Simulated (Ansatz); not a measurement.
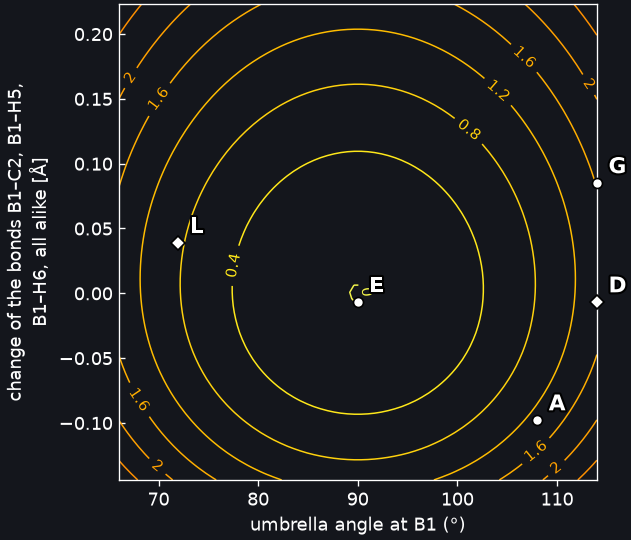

CH₅BOSi, SMILES BC=[SiH]O. Coordinates scanned: (1) umbrella angle at B1 (between each of its bonds and their common axis; 90 is planar); (2) change of the bonds B1–C2, B1–H5, B1–H6, all alike. Nothing is relaxed (all other coordinates rigid). The scan uses a 9 × 9 grid; 45 points were computed and 36 follow by symmetry. Points are written as (first, second). All energies are given in eV relative to the lowest grid point. The calculation used RKS PBE0-D4/def2-SVP in Ansatz.

Drawn: contour lines labelled in eV, lettered points. Between grid points the surface is interpolated.

Question: What kind of point is each of A, E, L: minimum, saddle, maximum or slope?

Answer: A: on a slope; E: minimum; L: on a slope. (In these two coordinates alone; a stationary point may lie a little off the grid point.)

Question: Rank the lettered points by energy, lowest first.

Answer: E (0.00 eV), L (0.85 eV), A (1.32 eV), D (1.46 eV), G (1.62 eV).
